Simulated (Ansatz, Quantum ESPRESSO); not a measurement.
# Lattice dynamics of CdF2 (Fm-3m) in two programs, part 2 of 4

Aim: the phonon dispersion of CdF2 (Fm-3m), checked by a second program.

Quantum ESPRESSO 7.5; DFT LDA, scalar-relativistic, plane waves, GBRV ultrasoft pseudopotentials.

So far. Step 2 (A first look): A gap of 2.8 eV opens on this mesh, so the crystal is taken as an insulator; the start stands at -5.1 GPa. Step 4 (Self-consistent run for the response): The cell stands at 0.073 GPa, close enough for phonons. The relaxed cell has a = 5.307 Å (conventional setting).

### Step 5. Phonons on a q mesh

Linear response treats each wavevector in the unit cell, with no supercell; the 4×4×4 mesh fixes the range of the force constants to be had.

ph.in reads:

```
phonons
 &inputph
    prefix='x',
    outdir='./tmp',
    fildyn='x.dyn',
    tr2_ph=1.0d-18,
    epsil=.true.,
    ldisp=.true.,
    nq1=4,
    nq2=4,
    nq3=4,
 /
```

Run with:

```
> OMP_NUM_THREADS=1 mpirun -n 4 ph.x -nk 4 -in ph.in > ph.out
```

Numbers of over 12 decimals in the logs are rounded to 6 here.

The log of the run:

```text
[banners, grids, parts of the stress and lines that vanish by symmetry left out]
[banner, memory and clock lines left out]
Program PHONON v.7.5

[...]
Exchange-correlation= PZ
                           (   1   1   0   0   0   0   0)
[...]
(   8 q-points):
[...]
kinetic-energy cut-off    =      45.0000  Ry
     charge density cut-off    =     270.0000  Ry
     convergence threshold     =      1.0E-18
[...]
Exchange-correlation= PZ
                           (   1   1   0   0   0   0   0)
[...]
q = (   0.0000000   0.0000000   0.0000000 )
     49 Sym.Ops. (with q -> -q+G )
     G cutoff =  687.9890  (  18883 G-vectors)     FFT grid: ( 40, 40, 40)
     G cutoff =  458.6593  (  10177 G-vectors)  smooth grid: ( 32, 32, 32)
     number of k points=    29
[...]
Mode symmetry, O_h (m-3m)  point group:
[...]
Dielectric constant
[...]
End of electric fields calculation
          Dielectric constant in cartesian axis
          (       2.927309273       0.000000000      -0.000000000 )
          (       0.000000000       2.927309273      -0.000000000 )
          (       0.000000000      -0.000000000       2.927309273 )
          Effective charges (d Force / dE) in cartesian axis without acoustic sum rule applied (asr)
           atom    1  Cd    Mean Z*:        2.44857
      Ex  (        2.44857        0.00000        0.00000 )
      Ey  (        0.00000        2.44857       -0.00000 )
      Ez  (        0.00000       -0.00000        2.44857 )
           atom    2  F     Mean Z*:       -1.22381
      Ex  (       -1.22381        0.00000       -0.00000 )
      Ey  (        0.00000       -1.22381       -0.00000 )
      Ez  (       -0.00000       -0.00000       -1.22381 )
           atom    3  F     Mean Z*:       -1.22381
      Ex  (       -1.22381       -0.00000       -0.00000 )
      Ey  (        0.00000       -1.22381        0.00000 )
      Ez  (       -0.00000       -0.00000       -1.22381 )
          Effective charges Sum: Mean:        0.00094
[...]
Effective charges (d Force / dE) in cartesian axis with asr applied:
           atom    1  Cd    Mean Z*:        2.44825
[...]
atom    2  F     Mean Z*:       -1.22413
[...]
atom    3  F     Mean Z*:       -1.22413
[...]
Representation #   1 modes #   1   2   3
[...]
End of self-consistent calculation
     Convergence has been achieved
     Representation #   2 modes #   4   5   6
[...]
End of self-consistent calculation
     Convergence has been achieved
     Representation #   3 modes #   7   8   9
[...]
End of self-consistent calculation
     Convergence has been achieved
[...]
Dielectric constant in cartesian axis
          (       2.927309273       0.000000000      -0.000000000 )
          (       0.000000000       2.927309273      -0.000000000 )
          (       0.000000000      -0.000000000       2.927309273 )
          Effective charges (d Force / dE) in cartesian axis without acoustic sum rule applied (asr)
           atom    1  Cd    Mean Z*:        2.44857
      Ex  (        2.44857        0.00000        0.00000 )
      Ey  (        0.00000        2.44857       -0.00000 )
      Ez  (        0.00000       -0.00000        2.44857 )
           atom    2  F     Mean Z*:       -1.22381
      Ex  (       -1.22381        0.00000       -0.00000 )
      Ey  (        0.00000       -1.22381       -0.00000 )
      Ez  (       -0.00000       -0.00000       -1.22381 )
           atom    3  F     Mean Z*:       -1.22381
      Ex  (       -1.22381       -0.00000       -0.00000 )
      Ey  (        0.00000       -1.22381        0.00000 )
      Ez  (       -0.00000       -0.00000       -1.22381 )
          Effective charges Sum: Mean:        0.00094
[...]
Effective charges (d Force / dE) in cartesian axis with asr applied:
           atom    1  Cd    Mean Z*:        2.44825
[...]
atom    2  F     Mean Z*:       -1.22413
[...]
atom    3  F     Mean Z*:       -1.22413
[...]
Effective charges (d P / du) in cartesian axis
[...]
q = (    0.000000000   0.000000000   0.000000000 )
[...]
freq (    1) =      -0.274482 [THz] =      -9.155744 [cm-1]
     freq (    2) =      -0.274482 [THz] =      -9.155744 [cm-1]
     freq (    3) =      -0.274482 [THz] =      -9.155744 [cm-1]
     freq (    4) =       7.178663 [THz] =     239.454427 [cm-1]
     freq (    5) =       7.178663 [THz] =     239.454427 [cm-1]
     freq (    6) =       7.178663 [THz] =     239.454427 [cm-1]
     freq (    7) =       9.531844 [THz] =     317.948107 [cm-1]
     freq (    8) =       9.531844 [THz] =     317.948107 [cm-1]
     freq (    9) =       9.531844 [THz] =     317.948107 [cm-1]
[...]
Mode symmetry, O_h (m-3m)  point group:
     freq (   1-   3) =         -9.2  [cm-1]   --> T_1u G_15  G_4- I
     freq (   4-   6) =        239.5  [cm-1]   --> T_1u G_15  G_4- I
     freq (   7-   9) =        317.9  [cm-1]   --> T_2g G_25' G_5+ R
[...]
Mode symmetry, C_3v (3m)   point group:
[...]
Representation #   1 mode #   1
[...]
End of self-consistent calculation
     Convergence has been achieved
     Representation #   2 mode #   2
[...]
Convergence has been achieved
     Representation #   3 mode #   3
[...]
Convergence has been achieved
     Representation #   4 modes #   4   5
[...]
Convergence has been achieved
     Representation #   5 modes #   6   7
[...]
Convergence has been achieved
     Representation #   6 modes #   8   9
[...]
Convergence has been achieved
[...]
q = (   -0.250000000   0.250000000  -0.250000000 )
[...]
freq (    1) =       1.893531 [THz] =      63.161389 [cm-1]
     freq (    2) =       1.893531 [THz] =      63.161389 [cm-1]
     freq (    3) =       3.760091 [THz] =     125.423135 [cm-1]
     freq (    4) =       7.500404 [THz] =     250.186540 [cm-1]
     freq (    5) =       7.500404 [THz] =     250.186540 [cm-1]
[...]
Mode symmetry, C_3v (3m)   point group:
     freq (   1-   2) =         63.2  [cm-1]   --> E    L_3
     freq (   3-   3) =        125.4  [cm-1]   --> A_1  L_1
     freq (   4-   5) =        250.2  [cm-1]   --> E    L_3
     freq (   6-   7) =        311.3  [cm-1]   --> E    L_3
     freq (   8-   8) =        312.2  [cm-1]   --> A_1  L_1
     freq (   9-   9) =        378.6  [cm-1]   --> A_1  L_1
[...]
Mode symmetry, D_3d (-3m)  point group:
[...]
Representation #   1 mode #   1
[...]
Convergence has been achieved
     Representation #   2 modes #   2   3
[...]
Convergence has been achieved
[...]
Convergence has been achieved
[...]
Convergence has been achieved
[...]
Convergence has been achieved
[...]
q = (    0.500000000  -0.500000000   0.500000000 )
[...]
Mode symmetry, D_3d (-3m)  point group:
     freq (   1-   2) =         87.9  [cm-1]   --> E_u  L_3'
     freq (   3-   3) =        187.8  [cm-1]   --> A_2u L_2'
     freq (   4-   5) =        266.3  [cm-1]   --> E_g  L_3
     freq (   6-   7) =        299.8  [cm-1]   --> E_u  L_3'
     freq (   8-   8) =        306.9  [cm-1]   --> A_2u L_2'
     freq (   9-   9) =        361.1  [cm-1]   --> A_1g L_1
[...]
Mode symmetry, C_4v (4mm)  point group:
[...]
q = (    0.000000000   0.500000000   0.000000000 )
[...]
Mode symmetry, C_4v (4mm)  point group:
     freq (   1-   2) =         61.7  [cm-1]   --> E    G_5 D_5
     freq (   3-   3) =        149.0  [cm-1]   --> A_1  G_1 D_1
     freq (   4-   5) =        206.6  [cm-1]   --> E    G_5 D_5
     freq (   6-   6) =        246.7  [cm-1]   --> B_2  G_4 D_2'
     freq (   7-   8) =        345.0  [cm-1]   --> E    G_5 D_5
     freq (   9-   9) =        399.7  [cm-1]   --> A_1  G_1 D_1
[...]
Mode symmetry, C_s (m)     point group:
[...]
q = (    0.750000000  -0.250000000   0.750000000 )
[...]
Mode symmetry, C_s (m)     point group:
     freq (   1-   1) =         96.3  [cm-1]   --> A''
     freq (   2-   2) =        121.7  [cm-1]   --> A'
     freq (   3-   3) =        172.6  [cm-1]   --> A'
     freq (   4-   4) =        187.3  [cm-1]   --> A'
     freq (   5-   5) =        204.8  [cm-1]   --> A''
     freq (   6-   6) =        231.5  [cm-1]   --> A'
     freq (   7-   7) =        344.6  [cm-1]   --> A''
     freq (   8-   8) =        349.0  [cm-1]   --> A'
     freq (   9-   9) =        397.0  [cm-1]   --> A'
[...]
Mode symmetry, C_2v (mm2)  point group:
[...]
q = (    0.500000000   0.000000000   0.500000000 )
[...]
Mode symmetry, C_2v (mm2)  point group:
     freq (   1-   1) =         90.8  [cm-1]   --> B_1  D_3  S_3
     freq (   2-   2) =        103.6  [cm-1]   --> B_2  D_4  S_4
     freq (   3-   3) =        161.7  [cm-1]   --> A_1  D_1  S_1
     freq (   4-   4) =        185.2  [cm-1]   --> B_2  D_4  S_4
     freq (   5-   5) =        254.1  [cm-1]   --> A_2  D_2  S_2
     freq (   6-   6) =        288.3  [cm-1]   --> B_2  D_4  S_4
     freq (   7-   7) =        308.6  [cm-1]   --> B_1  D_3  S_3
     freq (   8-   8) =        337.1  [cm-1]   --> A_1  D_1  S_1
     freq (   9-   9) =        389.0  [cm-1]   --> A_1  D_1  S_1
[...]
Mode symmetry, D_4h(4/mmm) point group:
[...]
Convergence has been achieved
[...]
q = (    0.000000000  -1.000000000   0.000000000 )
[...]
freq (    8) =      10.964258 [THz] =     365.728296 [cm-1]
     freq (    9) =      12.372596 [THz] =     412.705394 [cm-1]
[...]
Mode symmetry, D_4h(4/mmm) point group:
     freq (   1-   2) =        111.1  [cm-1]   --> E_u  X_5' M_5'
     freq (   3-   3) =        121.5  [cm-1]   --> B_1u X_2' M_2'
     freq (   4-   5) =        159.1  [cm-1]   --> E_g  X_5  M_5
     freq (   6-   6) =        199.5  [cm-1]   --> A_2u X_4' M_4'
     freq (   7-   8) =        365.7  [cm-1]   --> E_u  X_5' M_5'
     freq (   9-   9) =        412.7  [cm-1]   --> A_1g X_1  M_1
[...]
Mode symmetry, D_2d (-42m) point group:
[...]
Convergence has been achieved
[...]
Convergence has been achieved
[...]
Convergence has been achieved
     Representation #   4 mode #   4
[...]
Convergence has been achieved
     Representation #   5 mode #   5
[...]
Convergence has been achieved
     Representation #   6 modes #   6   7
[...]
End of self-consistent calculation
     Convergence has been achieved
     Representation #   7 modes #   8   9
[...]
End of self-consistent calculation
     Convergence has been achieved
[...]
q = (   -0.500000000  -1.000000000   0.000000000 )
[...]
freq (    1) =       3.459823 [THz] =     115.407282 [cm-1]
     freq (    2) =       4.224802 [THz] =     140.924234 [cm-1]
     freq (    3) =       4.271220 [THz] =     142.472574 [cm-1]
     freq (    4) =       4.740817 [THz] =     158.136628 [cm-1]
[...]
freq (    8) =      11.283710 [THz] =     376.384038 [cm-1]
     freq (    9) =      12.093195 [THz] =     403.385553 [cm-1]
[...]
Mode symmetry, D_2d (-42m) point group:
     freq (   1-   1) =        115.4  [cm-1]   --> B_2  X_3  W_2
     freq (   2-   2) =        140.9  [cm-1]   --> B_1  X_2  W_1'
     freq (   3-   3) =        142.5  [cm-1]   --> A_2  X_4  W_2'
     freq (   4-   5) =        158.1  [cm-1]   --> E    X_5  W_3
     freq (   6-   7) =        292.9  [cm-1]   --> E    X_5  W_3
     freq (   8-   8) =        376.4  [cm-1]   --> B_2  X_3  W_2
     freq (   9-   9) =        403.4  [cm-1]   --> A_1  X_1  W_1
```

It took 47 min on 4 MPI ranks of Intel Xeon Platinum 8559C (Emerald Rapids), shared host.

This step gave:

* miss of the charge sum rule: 9.50e-4 e
* largest acoustic frequency at the zone centre before the sum rule: -9.16 cm⁻¹
* highest optical zone-centre mode (no LO-TO term): 317.9 cm⁻¹
* lowest optical zone-centre mode: 239.4 cm⁻¹
* mean high-frequency dielectric constant: 2.927
* largest Born charge in size (third of the trace): 2.449 e
* lowest mode on the q mesh (acoustic ones at the zone centre apart): 61.66 cm⁻¹

Frequencies (cm⁻¹) at each irreducible wavevector; negative means imaginary. Frequencies by wavevector:

| q (fractions) | star | mode 1 | mode 2 | mode 3 | mode 4 | mode 5 | mode 6 | mode 7 | mode 8 | mode 9 |
| --- | --- | --- | --- | --- | --- | --- | --- | --- | --- | --- |
| 0 0 0 | 1 | -9.16 | -9.16 | -9.16 | 239.4 | 239.4 | 239.4 | 317.9 | 317.9 | 317.9 |
| 0 0 0.25 | 8 | 63.16 | 63.16 | 125.4 | 250.2 | 250.2 | 311.2 | 311.2 | 312.2 | 378.6 |
| 0 0 -0.5 | 4 | 87.89 | 87.89 | 187.8 | 266.3 | 266.3 | 299.8 | 299.8 | 306.9 | 361.1 |
| 0 0.25 0.25 | 6 | 61.66 | 61.66 | 149 | 206.6 | 206.6 | 246.7 | 345 | 345 | 399.7 |
| 0 0.25 -0.5 | 24 | 96.25 | 121.8 | 172.6 | 187.3 | 204.8 | 231.5 | 344.6 | 349 | 396.9 |
| 0 0.25 -0.25 | 12 | 90.78 | 103.5 | 161.7 | 185.2 | 254.1 | 288.3 | 308.6 | 337.1 | 389 |
| 0 -0.5 -0.5 | 3 | 111.1 | 111.1 | 121.5 | 159.1 | 159.1 | 199.5 | 365.7 | 365.7 | 412.7 |
| 0.25 -0.5 -0.25 | 6 | 115.4 | 140.9 | 142.5 | 158.1 | 158.1 | 292.9 | 292.9 | 376.4 | 403.4 |

Born charge (rows field, columns displacement), before the sum rule (e), principal values of the symmetric part by kind of site:

| atom | atoms with these values | low | middle | high | mean |
| --- | --- | --- | --- | --- | --- |
| Cd1 | 1 | 2.45 | 2.45 | 2.45 | 2.45 |
| F2 | 2 | -1.22 | -1.22 | -1.22 | -1.22 |

In full for Cd1:

```
2.45 0.00 0.00
0.00 2.45 0.00
0.00 0.00 2.45
```

High-frequency dielectric tensor:

```
2.93 0.00 0.00
0.00 2.93 0.00
0.00 0.00 2.93
```

The acoustic modes at Γ come out as far as 9.2 cm⁻¹ from zero, where they should vanish, a small numerical error; the Born charges miss their sum rule by 9.5e-4 e, which is good.

### Step 6. Fourier transform to real space

The dynamical matrices of the mesh are Fourier-transformed to force constants in real space, after the long-range dipole part is taken out.

q2r.in reads:

```
 &input
    fildyn='x.dyn',
    zasr='simple',
    flfrc='x.fc',
 /
```

Run with:

```
> q2r.x < q2r.in > q2r.out
```

The log of the run:

```text
[banners, grids, parts of the stress and lines that vanish by symmetry left out]
[banner, memory and clock lines left out]
Program Q2R v.7.5

  reading grid info from file x.dyn0

  reading force constants from file x.dyn1
 macroscopic fields = T
   2.92731   0.00000   0.00000
   0.00000   2.92731  -0.00000
[...]
na=            1
[...]
na=            2
[...]
na=            3
[...]
0.00000  -1.22381   0.00000
  -0.00000  -0.00000  -1.22381
  alpha Ewald:    2.548107
  nqs=            1
 q=   0.00000000  0.00000000  0.00000000
  reading force constants from file x.dyn2
  alpha Ewald:    2.548107
  nqs=            8
 q=  -0.25000000  0.25000000 -0.25000000
[...]
reading force constants from file x.dyn7
  alpha Ewald:    2.548107
  nqs=            3
[...]
reading force constants from file x.dyn8
  alpha Ewald:    2.548107
  nqs=            6
[...]
q=  -1.00000000 -0.50000000  0.00000000
 q=   0.00000000 -0.50000000 -1.00000000

      q-space grid ok, #points =   64

      fft-check success (sum of imaginary terms < 10^-12)
```

Run time: 1.4 s. Hardware: 1 thread.

### Step 7. Dispersion

From the force constants any wavevector is cheap; points of the mesh come back as solved, but for the sum rule and, in polar crystals, the LO-TO term at Γ; the rest is interpolation.

matdyn.in reads:

```
 &input
    asr='simple',
    flfrc='x.fc',
    flfrq='x.freq',
    flvec='x.modes',
    q_in_band_form=.true.,
    q_in_cryst_coord=.true.,
 /
8
  0.0000000   0.0000000   0.0000000  12  ! GAMMA
 -0.0000000   0.5000000   0.5000000  12  ! X
 -0.0000000   0.6250000   0.3750000   1  ! U
 -0.3750000   0.3750000  -0.0000000  12  ! K
  0.0000000   0.0000000   0.0000000  12  ! GAMMA
 -0.0000000   0.5000000  -0.0000000  12  ! L
 -0.2500000   0.5000000   0.2500000  12  ! W
 -0.0000000   0.5000000   0.5000000   1  ! X
```

Run with:

```
> matdyn.x -in matdyn.in > matdyn.out
```

The log of the run:

```text
[banner, memory and clock lines left out]
Program MATDYN v.7.5

 mass for atomic type   1 not given; uses mass from file x.fc
 mass for atomic type   2 not given; uses mass from file x.fc
```

It took 1.3 s on 1 thread.

Numbers from this step:

```yaml
lowest_frequency_on_the_path: 0 cm⁻¹
```

Matdyn.x, sum rule simple. Phonon branches along the path, in cm⁻¹:

| point | branch 1 | branch 2 | branch 3 | branch 4 | branch 5 | branch 6 | branch 7 | branch 8 | branch 9 |
| --- | --- | --- | --- | --- | --- | --- | --- | --- | --- |
| Γ | 0 | 0 | 0 | 240 | 240 | 318 | 318 | 318 | 390 |
| X | 111 | 111 | 122 | 160 | 160 | 200 | 366 | 366 | 413 |
| U | 106 | 132 | 142 | 179 | 194 | 220 | 351 | 356 | 405 |
| jump to K | 106 | 132 | 142 | 179 | 194 | 220 | 351 | 356 | 405 |
| Γ | 0 | 0 | 0 | 240 | 240 | 318 | 318 | 318 | 390 |
| L | 88 | 88 | 188 | 267 | 267 | 300 | 300 | 307 | 361 |
| W | 116 | 142 | 143 | 158 | 158 | 293 | 293 | 377 | 404 |
| X | 111 | 111 | 122 | 160 | 160 | 200 | 366 | 366 | 413 |

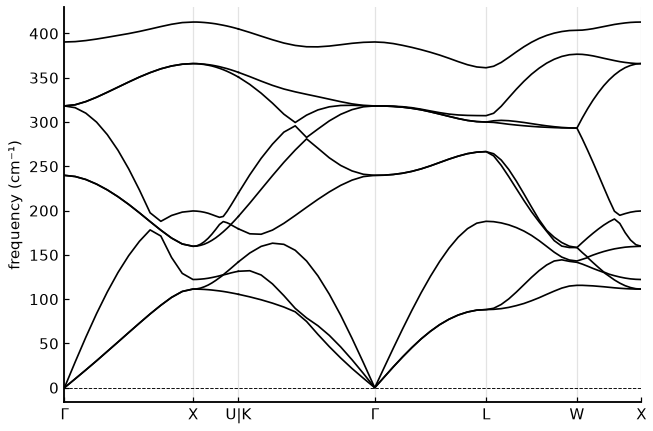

Phonon branches along the path.

All branches are real along the path.

### Step 8. Sums over the zone

Sums over the zone need many more wavevectors than were solved, so the interpolation is sampled on a dense mesh.

matdyn.in reads:

```
 &input
    asr='simple',
    flfrc='x.fc',
    dos=.true.,
    fldos='x.dos',
    nk1=15,
    nk2=15,
    nk3=15,
    deltaE=1.0,
 /
```

Run with:

```
> matdyn.x -in matdyn.in > matdyn.out
```

The log of the run:

```text
[banner, memory and clock lines left out]
Program MATDYN v.7.5

 mass for atomic type   1 not given; uses mass from file x.fc
 mass for atomic type   2 not given; uses mass from file x.fc
```

The job ended after 15 s (1 thread).

Read from the output:

* share of modes beyond 3i cm⁻¹ on the dense interpolated mesh: 0
* zero-point energy per atom: 43.21 meV
* heat capacity at 300 K: 22.18 J/(mol atoms K)
* vibrational entropy at 300 K: 26.81 J/(mol atoms K)

The phonon density of states has structure finer than the step of the table below, so its rows give means over 25 cm⁻¹, whole bins alone (the curve runs from 0 to 412 cm⁻¹). Peaks (cm⁻¹: height): total 94.0: 0.0424, 134.0: 0.0275, 170.0: 0.0483, 284.0: 0.0210, 322.0: 0.0357, 390.0: 0.0388; Cd 98.0: 0.0372, 170.0: 0.0306; F 134.0: 0.0142, 234.0: 0.0215, 284.0: 0.0201, 322.0: 0.0348, 390.0: 0.035.

Tetrahedra. The phonon density of states by wavenumber; means over each step; values in 1/cm⁻¹/cell:

| wavenumber (cm⁻¹) | total | Cd | F |
| --- | --- | --- | --- |
| 25 | 0.00134 | 0.00102 | 3.2e-4 |
| 50 | 0.00570 | 0.00444 | 0.00126 |
| 75 | 0.0170 | 0.0140 | 0.00300 |
| 100 | 0.0399 | 0.0352 | 0.00464 |
| 125 | 0.0209 | 0.0145 | 0.00649 |
| 150 | 0.0177 | 0.0100 | 0.00766 |
| 175 | 0.0417 | 0.0251 | 0.0166 |
| 200 | 0.0247 | 0.00605 | 0.0186 |
| 225 | 0.0229 | 0.00240 | 0.0205 |
| 250 | 0.0213 | 0.00149 | 0.0198 |
| 275 | 0.0176 | 8.2e-4 | 0.0168 |
| 300 | 0.0184 | 8.0e-4 | 0.0176 |
| 325 | 0.0328 | 8.9e-4 | 0.0319 |
| 350 | 0.0289 | 7.9e-4 | 0.0281 |
| 375 | 0.0201 | 0.00111 | 0.0190 |

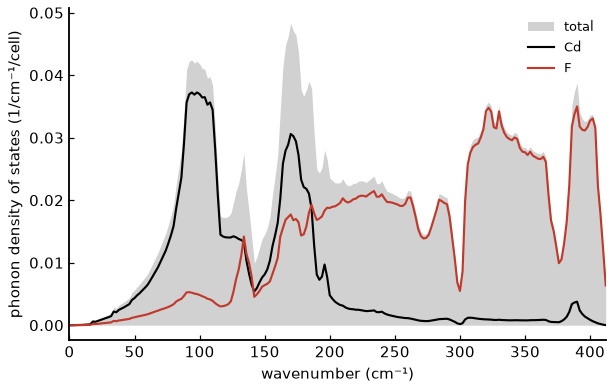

Phonon density of states, plotted against wavenumber.

Harmonic thermodynamic functions per atom, summed over the density of states scaled to three modes an atom; melting is ignored. Thermodynamic functions:

| T (K) | F_vib (meV/atom) | S (J/mol-atom/K) | C_V (J/mol-atom/K) |
| --- | --- | --- | --- |
| 0 | 43.21 | 0 | 0 |
| 50 | 42.92 | 1.981 | 4.451 |
| 100 | 40.56 | 7.373 | 11.68 |
| 200 | 27.05 | 18.32 | 19.45 |
| 300 | 3.46 | 26.81 | 22.18 |
| 400 | -27.86 | 33.37 | 23.31 |
| 500 | -65.26 | 38.64 | 23.87 |
| 600 | -107.6 | 43.02 | 24.19 |
| 700 | -154.2 | 46.77 | 24.39 |
| 800 | -204.4 | 50.03 | 24.51 |
| 900 | -257.8 | 52.92 | 24.6 |
| 1000 | -314 | 55.52 | 24.67 |

At 300 K the heat capacity has reached 89 % of the Dulong-Petit value.

[end of part 2 of 4]

[Host names and launcher messages were left out of these logs when they were recorded.]

[Logs are printed without paths, hosts, clocks, repeated set-up lines and the standing remarks that a program may print on its own settings, such as how far it seeks lower states.]

[Hosts, paths, dates, database ids (printed as entryN), source tags and the programs' standing remarks are cut or masked in the printed files.]
